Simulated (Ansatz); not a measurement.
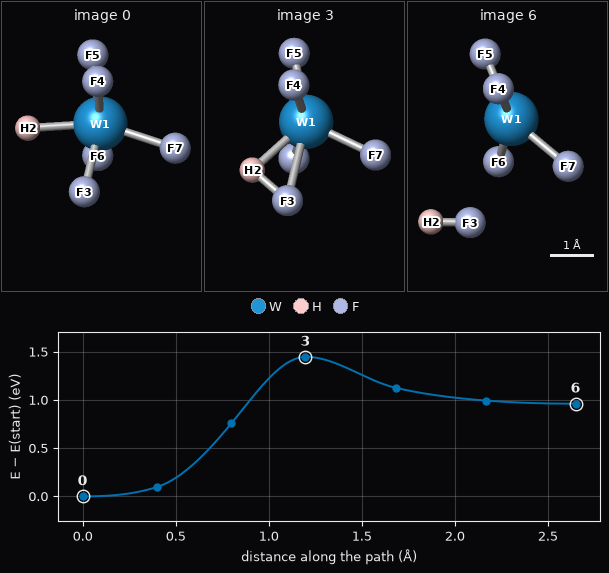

A nudged-elastic-band calculation for WHF5. Images are numbered from 0 (start) to 6 (end). A ball-and-stick model, seen from a free direction.

Level of theory: RKS B3LYP-D4/def2-SVP (Ansatz). Run with 5 movable images; climbing image; force threshold 0.05 eV/Å; iteration limit 60; starting path through a guess of the saddle point.

> What happens along the path, and what is the barrier?

Breaking: W1–F3 (1.87 → 2.16 at the top → 2.95 Å), W1–H2 (1.72 → 1.81 at the top → 3.37 Å). Forming: H2–F3 (2.17 → 1.17 at the top → 0.93 Å). Forward barrier 1.45 eV, backward barrier 0.49 eV, with image 3 at the top; the reaction energy is +0.96 eV. The band converged in 13 iterations, with a climbing image at the top. At the top, the vibrational analysis gives one imaginary mode (942i cm⁻¹), as a transition state must have.

The run took 4.1 min on 2 threads of Arm Neoverse V2 (shared host), peak memory 0.28 GiB.
